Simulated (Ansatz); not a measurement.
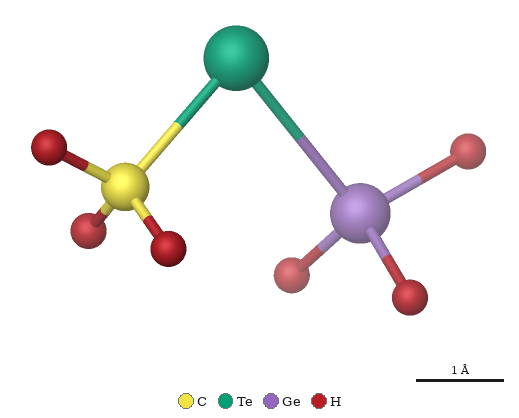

CH₆GeTe (coarse preliminary run), before the relaxation. A ball-and-stick model, seen at a tilt.

The start comes from a force field.

Level of theory: Ansatz, RKS PBE-D4/def2-SVP.

The input:
```yaml
crystal:
  periodic: [false, false, false]
  atoms:
    - {symbol: C, position_ang: [-0.727500, 1.114800, -0.948400]}
    - {symbol: Te, position_ang: [1.297100, 0.641400, -0.857200]}
    - {symbol: Ge, position_ang: [0.750000, -1.132900, 0.899900]}
    - {symbol: H, position_ang: [-1.289300, 0.282100, -1.275000]}
    - {symbol: H, position_ang: [-0.915400, 1.966400, -1.718200]}
    - {symbol: H, position_ang: [-1.123400, 1.518500, 0.034800]}
    - {symbol: H, position_ang: [2.122000, -1.839300, 1.342400]}
    - {symbol: H, position_ang: [-0.162900, -2.158200, 0.315100]}
    - {symbol: H, position_ang: [0.137900, -0.439200, 2.189400]}
basis:
  gaussian: {orbitals: def2-SVP}
hamiltonian: {xc: pbe, dispersion: d4}
relax: {f_tol: 0.03, max_steps: 200}
```

Predict the outcome.

The energy falls by 0.276 eV in 4 geometry steps. The largest force component goes from 3.4 to 0.0075 eV/Å. H4 moves most after the best rigid fit: 0.14 Å. Largest moves by element: H 0.14 Å, C 0.12 Å, Ge 0.10 Å, Te 0.04 Å. Some distances before and after: C1–Te2 2.081 → 2.189 Å, Ge3–H8 1.492 → 1.554 Å, C1–H5 1.163 → 1.106 Å, Ge3–H7 1.605 → 1.550 Å. Among the angles between lasting bonds that change: H5–C1–H6 104.9° → 109.8°, C1–Te2–Ge3 88.8° → 93.2°, Te2–C1–H5 110.7° → 106.6°. The run took roughly 30 core-seconds on a shared host.

History of the run:

```csv
step,"E − E(0), eV","largest force component, eV/Å"
0,0.0000,3.3990
1,-0.2313,0.9756
2,-0.2607,0.3255
3,-0.2757,0.0338
4,-0.2759,0.0075
```

Final geometry:

```xyz
9

C    -0.8018    1.1975   -0.9962
Te    1.3034    0.6237   -0.8227
Ge    0.8147   -1.1717    0.9592
H    -1.3978    0.3335   -1.3411
H    -0.8469    2.0079   -1.7471
H    -1.1694    1.5686   -0.0227
H     2.1687   -1.8251    1.3365
H    -0.1525   -2.2509    0.3978
H     0.1700   -0.5298    2.2191
```

After the run, drawn alike:

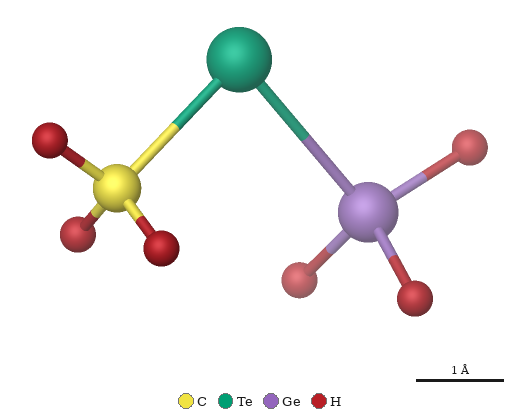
